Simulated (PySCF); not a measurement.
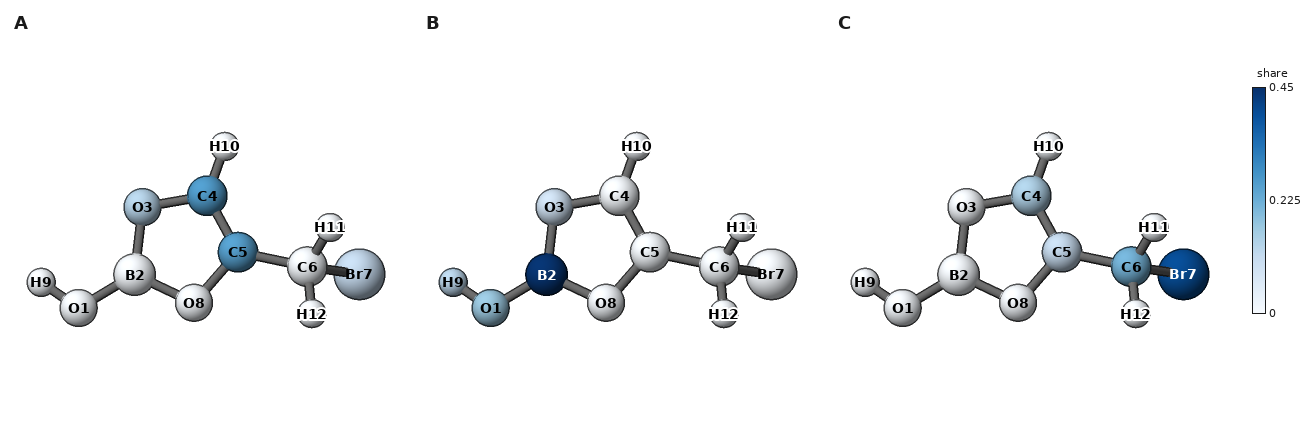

Each panel colours the atoms by their Löwdin share in one orbital (up to four of the largest shares; other atoms are shown as zero). Computed geometry: GFN2-xTB optimisation. No frequency run is at hand to confirm it as a minimum. Computed with PBE0/def2-SVPD (PySCF 2.14.0).

The panels show the HOMO, LUMO, LUMO+1, in some order. Which is which?

A: HOMO, −6.81 eV; C4 0.26, C5 0.25, O3 0.13, Br7 0.11
B: LUMO+1, −0.09 eV; B2 0.44, O1 0.17, H9 0.13, O3 0.09
C: LUMO, −1.01 eV; Br7 0.40, C6 0.21, C4 0.14, C5 0.11

The geometry is semi-empirical. Around B, Br such bond lengths and angles can be off by a tenth of an ångström or more and by several degrees, and values that hang on the shape move with them.
